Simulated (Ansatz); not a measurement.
CH3Cl3Hf (SMILES [CH3][Hf]([Cl])([Cl])[Cl])

Input

```
crystal:
  periodic: [false, false, false]
  atoms:
    - {symbol: C, position_ang: [-0.915963, -0.146863, 0.720537]}
    - {symbol: Hf, position_ang: [0.781961, 0.125185, -0.614946]}
    - {symbol: Cl, position_ang: [2.517343, -1.112750, 0.325627]}
    - {symbol: Cl, position_ang: [0.083931, -0.696432, -2.680486]}
    - {symbol: Cl, position_ang: [1.196089, 2.417964, -0.632690]}
    - {symbol: H, position_ang: [-0.682616, 0.214734, 1.728625]}
    - {symbol: H, position_ang: [-1.189257, -1.205668, 0.795622]}
    - {symbol: H, position_ang: [-1.791478, 0.403819, 0.357711]}
basis:
  gaussian: {orbitals: def2-TZVPP}
hamiltonian: {xc: pbe0, dispersion: d4}
output: {orbitals: {seedname: orbitals}}
```

Run with:

```sh
ansatz run in.yaml --threads 4 --pin off --events-out ev --progress --plain --max-ram 10444MiB
```

Geometry: PBE0-D4/def2-TZVP; core potentials replace the inner electrons of Hf.

The calculation used Ansatz 0.2.0, RKS PBE0-D4/def2-TZVPP.

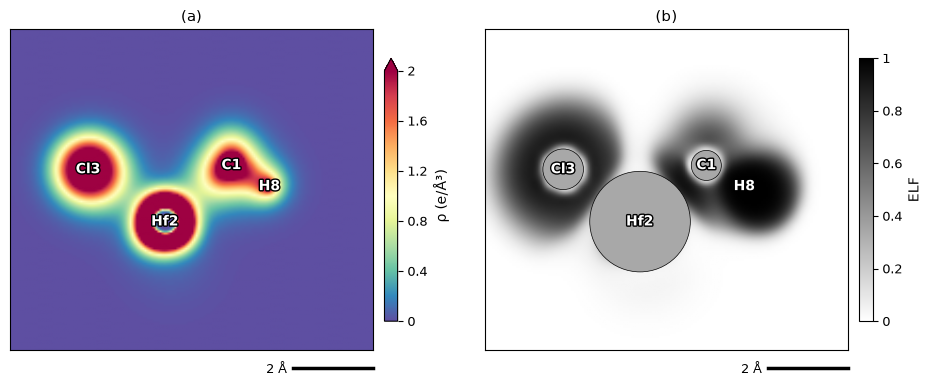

Figure 1. (a) electron density; (b) electron localisation function on the plane of atoms Hf2, C1 and H8. Grey discs cover the atomic cores in the ELF map.

> Read the bonding off the picture.

The section cuts through C, Hf, Cl and H sites.
C–Hf (2.18 Å): ρ is about 0.77 e/Å³ halfway; the ELF peaks at about 0.95 in the valence shell of C, 0.7 Å from its nucleus, and is about 0.55 at the midpoint.
Hf–Cl (2.33 Å): ρ at the midpoint is about 0.63 e/Å³; the ELF peaks at about 0.85 in the valence shell of Cl, 0.8 Å from its nucleus, and is about 0.35 at the midpoint.
C–H (1.10 Å): ρ at the midpoint is about 1.9 e/Å³; the ELF climbs to about 1 towards the hydrogen, as it does in any bond to H (a covalent bond by its length).

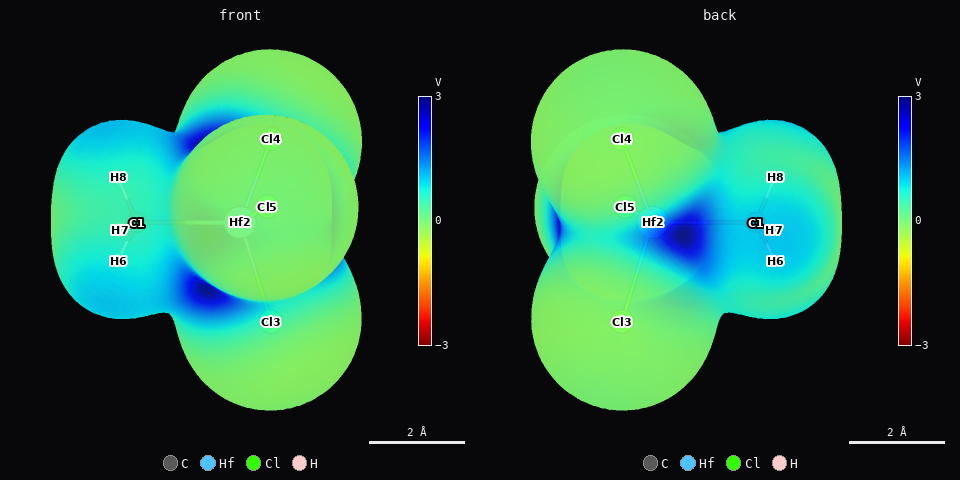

Figure 2. The molecular electrostatic potential painted on the density surface at 0.002 e/bohr³, seen from the front and from behind; red is negative and blue positive.

> Where is the surface potential most negative and most positive?

The most negative region (about −0.2 V) lies over Cl3, Cl4 and Cl5, the most positive (about +2.8 V) over Hf2.

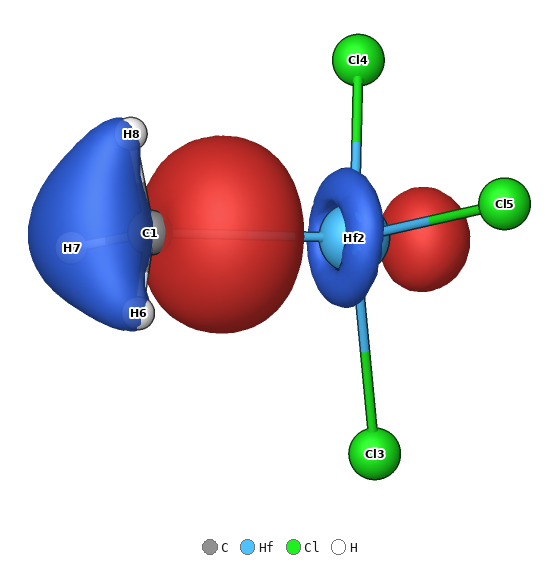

Figure 3. The HOMO at ±0.2 Å⁻³ᐟ² (red and blue are the two phases), seen at a tilt.

> What is the character of this orbital?

Its weight (Hirshfeld) is mainly on C1 (about 50 %) and Hf2 (about 30 %). Its energy is −8.60 eV.
